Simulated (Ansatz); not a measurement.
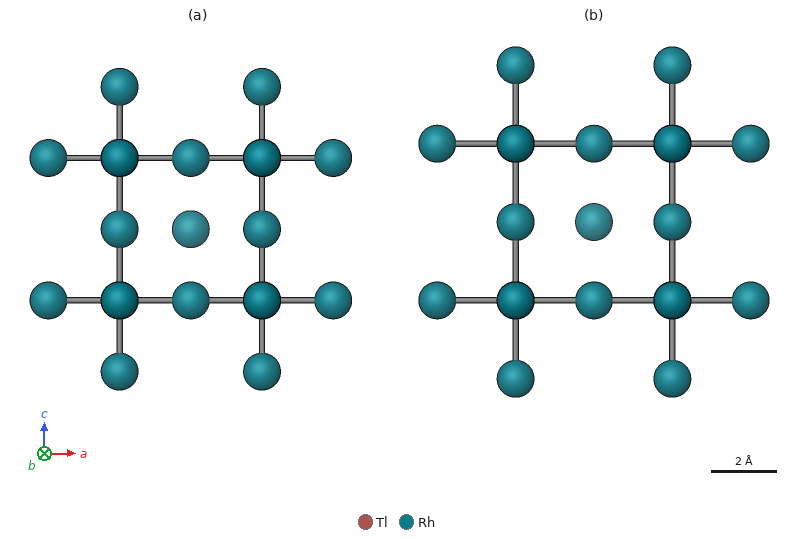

The structure of solid TlRh₄ (a generated structure, set up in Pm-3m) (coarse preliminary run) before (left) and after (right) a relaxation, at one scale.

Style: ball-and-stick. Shown: the cell of the calculation, along the b axis.

Level of theory: Ansatz, DFT PBE, scalar-relativistic, plane waves, PAW. Settings: plane-wave cutoff 420 eV; k-point mesh 4 × 4 × 4; occupations gaussian; smearing width 0.1 eV; no spin polarisation; cell and atoms relaxed; force threshold 0.04 eV/Å; at most 70 steps.

> Describe what moved and what it gained.

No atom moves by more than 0.005 Å relative to the cell. The drawn cell changes as follows: a = b = c 4.432 → 4.878 Å (+10.1 %); the volume changes by +33.4 %. Among the contacts that change: Rh–Tl 2.216 → 2.439 Å. The space group stays Pm-3m (No. 221). The energy falls by 3.424 eV per cell of the calculation in 5 accepted moves (7 points after the start). All forces vanish by symmetry, so only the cell relaxes. Pressure: 50.60 GPa at the start and 0.11 GPa at the end. The SCF was repeated twice at an unchanged geometry on a basis and grid sized afresh for the cell, which shifted the energy by 49.8 meV per cell of the calculation at most. The run took 26 s on 1 thread of Intel(R) Xeon(R) Platinum 8488C (Sapphire Rapids) (shared host), peak memory 0.45 GiB.
